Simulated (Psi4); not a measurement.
**SnH3F (SnFH3): wB97X-V/def2-SVP (core potential)**

Aim: the electrostatic solvation energy at fixed shape (IEF-PCM, acetone) of SnH3F (SnFH3) at wB97X-V/def2-SVP (core potential), from 2 runs. 

The results are computed with Psi4 1.11.

**1. The system as given**

The species is SnH3F (5 atoms), meant as a singlet with charge 0. SMILES: `[H][Sn]([H])([H])[F]`. The shape comes from GFN2-xTB, which is rough for such elements, and wasn't checked as a minimum.

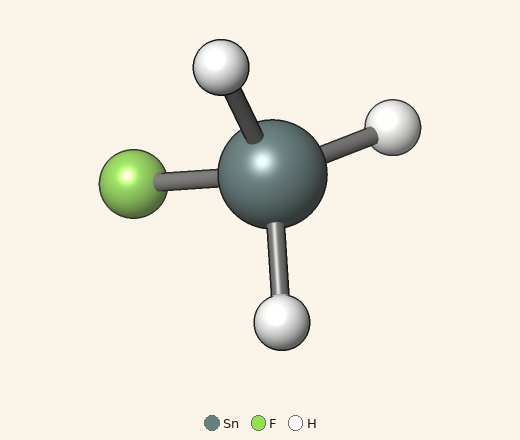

The structure, seen from a chosen angle (tin teal, fluorine green, hydrogen white).

**2. The charge distribution at wB97X-V/def2-SVP (core potential)**

File fh3sn.dat:

```
memory 1.6 GB

molecule molecule1 {
  0 1
  Sn    -0.002590     0.002420    -0.166930
  F      0.011740    -0.019270     1.757340
  H      1.619230     0.010970    -0.538180
  H     -0.817750     1.408460    -0.512480
  H     -0.810630    -1.402580    -0.539750
  units angstrom
  symmetry c1
}

set {
  scf_type direct
}

e_tot, wfn = energy('wb97x-v/def2-SVP', return_wfn=True)
oeprop(wfn, 'LOWDIN_CHARGES', 'QUADRUPOLE', 'MULLIKEN_CHARGES', 'WIBERG_LOWDIN_INDICES')
```

Launch:

```bash
psi4 -i fh3sn.dat -o fh3sn.out -n 1
```

fh3sn.out:

```text
[...]
    !!!  WARNING: ECP capability is in beta. Please check occupations closely.  !!!
[...]
  Running in c1 symmetry.
[...]
  Nuclear repulsion =   81.108187405707227
[...]
  Multiplicity = 1
[...]
  Nalpha       = 17
  Nbeta        = 17
[...]
    Number of basis functions: 55
[...]
   @DF-RKS iter   1:  -315.71779257038162   -1.85543e+00   8.57972e-03 DIIS/ADIIS
[...]
   @RKS iter   9:  -315.79719708731028   -8.91339e-09   3.28062e-07 DIIS
[...]
    Orbital Energies [Eh]
    ---------------------
    Doubly Occupied:
       1A    -24.687599     2A     -5.231051     3A     -3.581435
       4A     -3.577117     5A     -3.577109     6A     -1.229626
       7A     -1.164527     8A     -1.164506     9A     -1.160237
      10A     -1.160221    11A     -1.134309    12A     -0.654853
      13A     -0.486222    14A     -0.486086    15A     -0.481358
      16A     -0.426414    17A     -0.426114
[...]
  @RKS Final Energy:  -315.79719708731028
   => Energetics <=
    Nuclear Repulsion Energy =             81.1081874057072270
    One-Electron Energy =                -679.3414412309587078
    Two-Electron Energy =                 302.8361357829134022
    DFT Exchange-Correlation Energy =     -20.5338258840548598
    Empirical Dispersion Energy =           0.0000000000000000
    VV10 Nonlocal Energy =                  0.1337468390826782
    Total Energy =                       -315.7971970873102805
[...]
 Multipole Moments:
 ------------------------------------------------------------------------------------
     Multipole            Electronic (a.u.)      Nuclear  (a.u.)        Total (a.u.)
 ------------------------------------------------------------------------------------
 L = 1.  Multiply by 2.5417464519 to convert [e a0] to [Debye]
 Dipole X            :         -0.1311459            0.1184903           -0.0126555
 Dipole Y            :          0.1835118           -0.1685951            0.0149167
 Dipole Z            :        -15.7822642           14.6148905           -1.1673737
 Magnitude           :                                                    1.1675376
 L = 2.  Multiply by 1.3450342976 to convert [e a0^2] to [Debye ang]
 Quadrupole XX       :        -37.1596680           14.1028476          -23.0568204
 Quadrupole XY       :         -0.0040282            0.0026778           -0.0013504
[...]
  Mulliken Charges: (a.u.)
   Center  Symbol    Alpha    Beta     Spin     Total
       1    SN    10.62097 10.62097  0.00000  0.75806
       2     F     4.73027  4.73027  0.00000 -0.46054
       3     H     0.54965  0.54965  0.00000 -0.09929
       4     H     0.54957  0.54957  0.00000 -0.09914
       5     H     0.54954  0.54954  0.00000 -0.09909
   Total alpha = 17.00000, Total beta = 17.00000, Total charge =  0.00000
  Lowdin Charges: (a.u.)
   Center  Symbol    Alpha    Beta     Spin     Total
       1    SN    10.68134 10.68134  0.00000  0.63733
[...]
```

Wall time 54 s (1 thread of AMD EPYC 7R43 (Zen 3), shared host); peak memory 0.37 GiB.

Atomic charges (e):

```tsv
atom	Löwdin	Mulliken
Sn1	+0.637	+0.758
F2	-0.349	-0.461
H3	-0.096	-0.099
H4	-0.096	-0.099
H5	-0.096	-0.099
```

**3. The charge distribution at wB97X-V/def2-SVP (core potential, IEF-PCM acetone)**

File job.dat:

```
memory 1600 mb

molecule geom {
  Sn    -0.002590     0.002420    -0.166930
  F      0.011740    -0.019270     1.757340
  H      1.619230     0.010970    -0.538180
  H     -0.817750     1.408460    -0.512480
  H     -0.810630    -1.402580    -0.539750
  symmetry c1
}

set globals {
  scf_type direct
  pcm      true
}

pcm = {
  Units = Angstrom
  Medium {
    SolverType = IEFPCM
    Solvent = Acetone
  }
  Cavity {
    Type = GePol
    RadiiSet = UFF
    Scaling = False
    Area = 0.4
    Mode = Implicit
  }
}

e_tot, wfn = energy('wb97x-v/def2-SVP', return_wfn=True)
oeprop(wfn, 'LOWDIN_CHARGES', 'QUADRUPOLE', 'MULLIKEN_CHARGES', 'WIBERG_LOWDIN_INDICES')
```

Launch:

```bash
psi4 -n 1 job.dat job.out
```

job.out, cut to the lines that bear on the results:

```text
[...]
  Running in c1 symmetry.
[...]
  Nuclear repulsion =   81.108187405707227
[...]
  Multiplicity = 1
[...]
  Nalpha       = 17
  Nbeta        = 17
[...]
    Number of basis functions: 55
[...]
   @DF-RKS iter   1:  -315.73256314096778   -1.86027e+00   8.57256e-03 DIIS/ADIIS
[...]
   @RKS iter   9:  -315.80750761836691   -8.46131e-09   3.27154e-07 DIIS
[...]
  @RKS Final Energy:  -315.80750761836691
   => Energetics <=
    Nuclear Repulsion Energy =             81.1081874057072270
    One-Electron Energy =                -679.3585033839776770
    Two-Electron Energy =                 302.8618305829822930
    DFT Exchange-Correlation Energy =     -20.5411378269971934
    Empirical Dispersion Energy =           0.0000000000000000
    VV10 Nonlocal Energy =                  0.1338248721161673
    PCM Polarization Energy =              -0.0117092681977128
    Total Energy =                       -315.8075076183669125
[...]
 Multipole Moments:
 ------------------------------------------------------------------------------------
     Multipole            Electronic (a.u.)      Nuclear  (a.u.)        Total (a.u.)
 ------------------------------------------------------------------------------------
 L = 1.  Multiply by 2.5417464519 to convert [e a0] to [Debye]
 Dipole X            :         -0.1345773            0.1184903           -0.0160869
 Dipole Y            :          0.1869859           -0.1685951            0.0183907
 Dipole Z            :        -16.0289354           14.6148905           -1.4140449
 Magnitude           :                                                    1.4142560
 L = 2.  Multiply by 1.3450342976 to convert [e a0^2] to [Debye ang]
 Quadrupole XX       :        -37.1720775           14.1028476          -23.0692299
 Quadrupole XY       :         -0.0050899            0.0026778           -0.0024121
[...]
  Mulliken Charges: (a.u.)
   Center  Symbol    Alpha    Beta     Spin     Total
       1    SN    10.58224 10.58224  0.00000  0.83552
       2     F     4.75315  4.75315  0.00000 -0.50629
       3     H     0.55510  0.55510  0.00000 -0.11019
       4     H     0.55468  0.55468  0.00000 -0.10935
       5     H     0.55484  0.55484  0.00000 -0.10968
   Total alpha = 17.00000, Total beta = 17.00000, Total charge =  0.00000
  Lowdin Charges: (a.u.)
   Center  Symbol    Alpha    Beta     Spin     Total
       1    SN    10.65965 10.65965  0.00000  0.68071
[...]
```

It took 53 s on 1 thread of AMD EPYC 7R43 (Zen 3), shared host; peak memory 0.39 GiB.

Atomic charges (e):

```tsv
atom	Löwdin	Mulliken
Sn1	+0.681	+0.836
F2	-0.385	-0.506
H3	-0.099	-0.110
H4	-0.098	-0.109
H5	-0.098	-0.110
```

**4. What came out**

At wB97X-V/def2-SVP (core potential):

```
                                        quantity          value
                         gas phase: total energy  -315.79720 Eh
                        gas phase: dipole moment         2.97 D
                          gas phase: HOMO energy      -11.60 eV
                          gas phase: LUMO energy        1.47 eV
                        gas phase: HOMO–LUMO gap       13.07 eV
                  IEF-PCM, acetone: total energy  -315.80751 Eh
                 IEF-PCM, acetone: dipole moment         3.59 D
                   IEF-PCM, acetone: HOMO energy      -11.32 eV
                   IEF-PCM, acetone: LUMO energy        1.99 eV
                 IEF-PCM, acetone: HOMO–LUMO gap       13.32 eV
    IEF-PCM, acetone: solvent term in the energy   -30.7 kJ/mol
energy change from gas to solvent at fixed shape      -0.281 eV
```

The solvent model (IEF-PCM, acetone) lowers the energy by 0.28 eV (−27.1 kJ/mol) at the same shape. It holds the electrostatic part alone, without cavity or dispersion terms.
